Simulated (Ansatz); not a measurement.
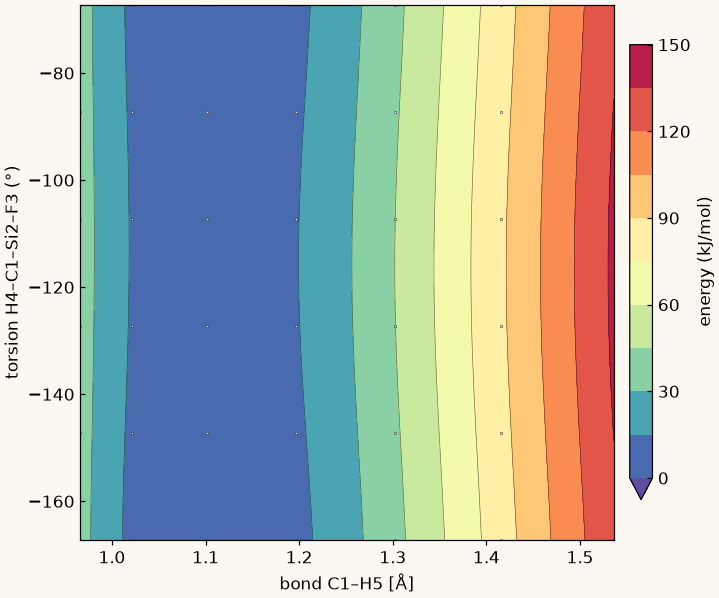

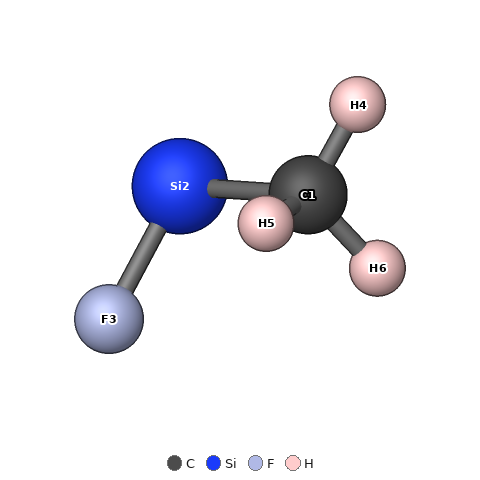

Energy landscape of CH₃FSi, SMILES C[Si]F. 
- Two internal coordinates are moved rigidly from the geometry relaxed at PBE0-D4/def2-TZVP, all others fixed.
- Coordinates scanned: (1) bond C1–H5; (2) torsion H4–C1–Si2–F3.
- The grid has 7 × 6 points.
- Energies: kJ/mol, counted from the lowest grid point.
- Level of theory: RKS PBE-D4/def2-TZVPP in Ansatz 0.2.0.

The picture shows filled contours, dots at the grid points. Between grid points the surface is interpolated. The second picture is the structure at the lowest point.

Question: What does the map say about the system?

Answer: The lowest grid point is at bond C1–H5 = 1.102 Å, torsion H4–C1–Si2–F3 = −167°. It lies at the edge of the scanned range, so the true minimum may lie outside. The energy also falls towards the edge at bond C1–H5 = 1.102 Å, torsion H4–C1–Si2–F3 = −67° (0.8 kJ/mol above the lowest), where a further well may lie outside the range. The highest grid point, bond C1–H5 = 1.536 Å, torsion H4–C1–Si2–F3 = −107°, lies 137 kJ/mol above the lowest.
